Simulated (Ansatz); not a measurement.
```yaml
atoms:
  - { symbol: Ge, position_ang: [-0.0101, 0.0730, -0.0111] }
  - { symbol: O, position_ang: [0.0460, -0.3347, 1.7383] }
  - { symbol: H, position_ang: [-0.8517, -0.3751, 2.1202] }
  - { symbol: Ge, position_ang: [2.2941, 0.0006, -0.7802] }
  - { symbol: H, position_ang: [2.8520, -1.4158, -0.5092] }
  - { symbol: H, position_ang: [2.3136, 0.2917, -2.3010] }
  - { symbol: H, position_ang: [3.1447, 1.0617, -0.0379] }
  - { symbol: H, position_ang: [-0.8366, 1.3741, -0.2420] }
  - { symbol: Cl, position_ang: [-1.1207, -1.5036, -1.0690] }
```

Theory: RKS PBE-D4/def2-SVP (Ansatz 0.2.0).

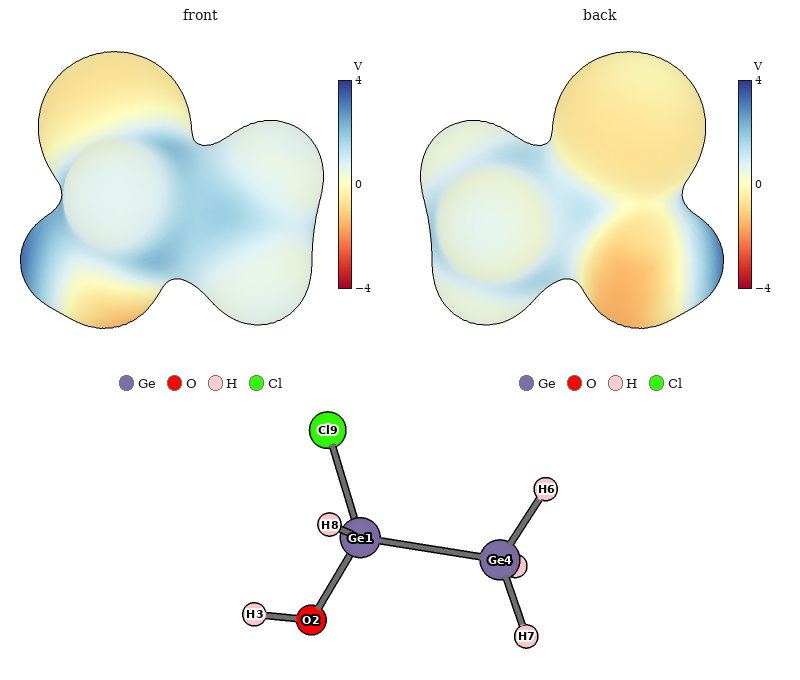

ClGe₂H₅O. The molecular electrostatic potential painted on the density surface at 0.004 e/bohr³, seen from the front and from behind; red is negative and blue positive. The bare structure is drawn below in the same view.

Q: Where is the surface potential most negative and most positive?

A: The most negative region (about −1.5 V) lies over O2, the most positive (about +3.1 V) over H3. O2 is the likeliest acceptor of a hydrogen bond.
